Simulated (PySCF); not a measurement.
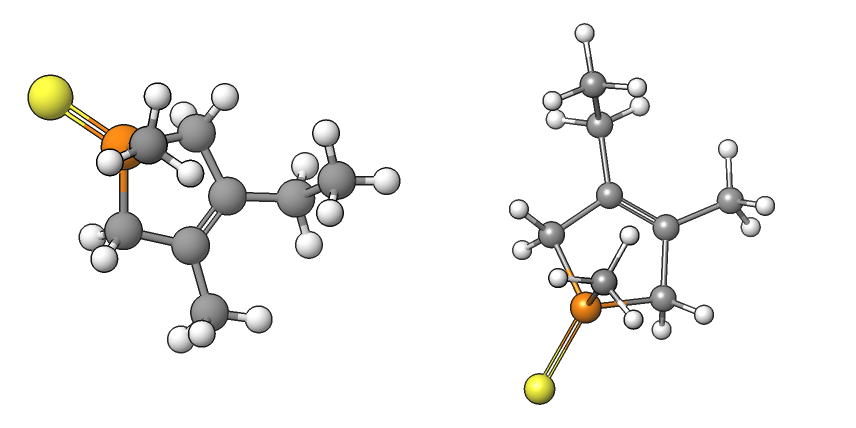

Two views of one molecule. Colours: carbon grey, phosphorus orange, sulfur yellow, hydrogen white.

Computed geometry: PBE0-D3(BJ)/def2-SVP optimisation. No frequency run is at hand to confirm it as a minimum.

**Count the atoms of each element.**

C8H15PS, 25 atoms: 8 carbon, 15 hydrogen, 1 phosphorus and 1 sulfur.

**How many bonds of each kind are drawn?**

15 C–H, 6 C–C, 3 C–P, 1 P–S.

The parts below concern this one geometry. Atoms keep their numbers from picture to picture.

## Shape

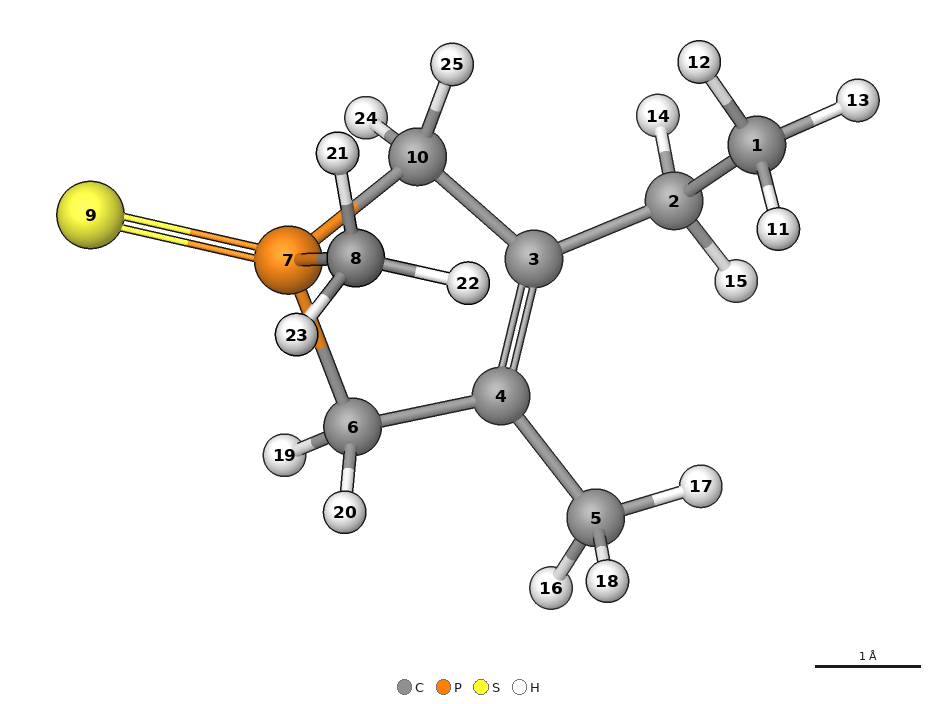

Atoms carry their numbers in the input. No frequency run is at hand to confirm it as a minimum.

List the bonds and their lengths. Leave out bonds to hydrogen.

```tsv
bond	length (Å)	order
C1–C2	1.527	single
C2–C3	1.501	single
C3–C4	1.352	double
C3–C10	1.509	single
C4–C5	1.494	single
C4–C6	1.508	single
C6–P7	1.841	single
P7–C8	1.822	single
P7–S9	1.944	double
P7–C10	1.841	single
```

## NMR shielding

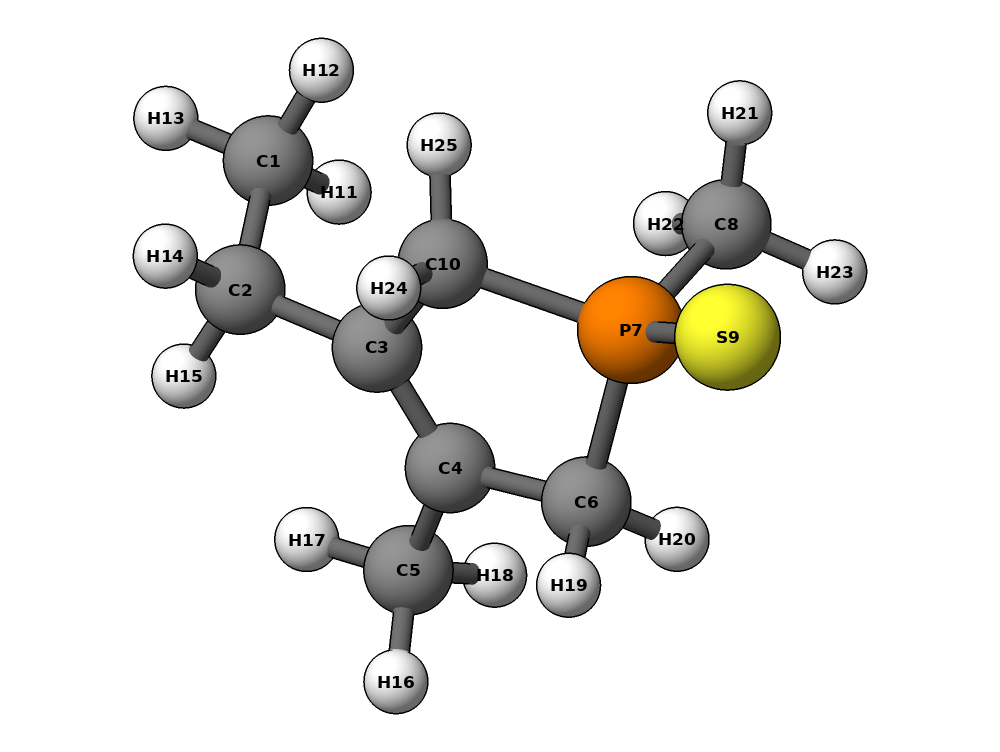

No frequency run is at hand to confirm it as a minimum. Level of theory: GIAO PBE0/pcSseg-1 NMR shielding, non-relativistic, gas phase (PySCF 2.14.0). Principal shieldings σ11 ≤ σ22 ≤ σ33, span Ω = σ33 − σ11, skew κ = 3(σiso − σ22)/Ω.

Give the shielding tensors of the P atoms.

```
atom    σ11    σ22    σ33   σiso      Ω     κ
  P7  166.4  247.7  427.4  280.5  261.1  0.38
```

Shieldings and span in ppm.

## Levels of theory compared

No frequency run is at hand to confirm it as a minimum. Program: PySCF 2.14.0.

Tabulate dipole (D), HOMO–LUMO gap (eV), HOMO energy (eV) at these levels: PBE/pcSseg-1; PBE0/pcSseg-1; PBE0/pcSseg-1 in benzene (IEF-PCM); PBE0/pcSseg-1 in chloroform (IEF-PCM).

```csv
level,dipole (D),HOMO–LUMO gap (eV),HOMO energy (eV)
PBE/pcSseg-1,5.23,4.13,−5.11
PBE0/pcSseg-1,5.47,6.24,−6.27
PBE0/pcSseg-1 in benzene (IEF-PCM),6.41,6.60,−6.47
PBE0/pcSseg-1 in chloroform (IEF-PCM),6.97,6.80,−6.61
```

## Ring current

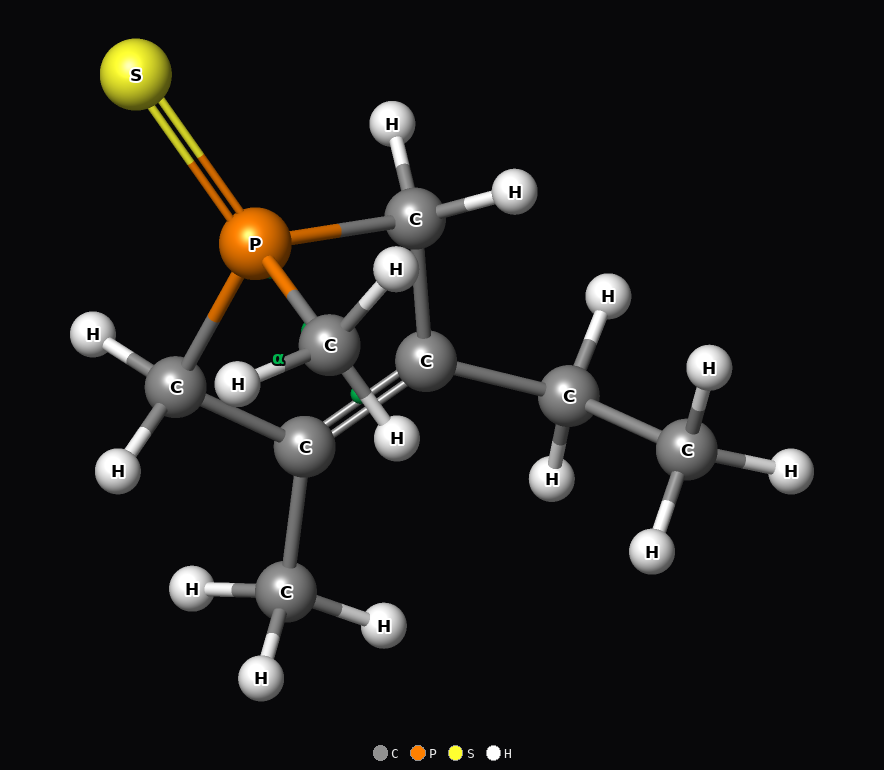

The small points mark where nucleus-independent chemical shifts (NICS) were computed: at the centre of each lettered ring and 1 Å above and below it. No frequency run is at hand to confirm it as a minimum. Level of theory: GIAO PBE0/pcSseg-1 NMR shielding, non-relativistic, IEF-PCM chloroform (PySCF 2.14.0).

Give NICS(0), NICS(1) and the out-of-plane component NICS(1)zz for each ring (means of the two sides).

| ring | members | NICS(0) | NICS(1) | NICS(1)zz |
| --- | --- | --- | --- | --- |
| α | C4P | −3.2 | −3.6 | −0.9 |

Values in ppm.

**What do the values say about the ring currents?**

Ring α: weak, as in a non-aromatic ring. NICS is one index among several.
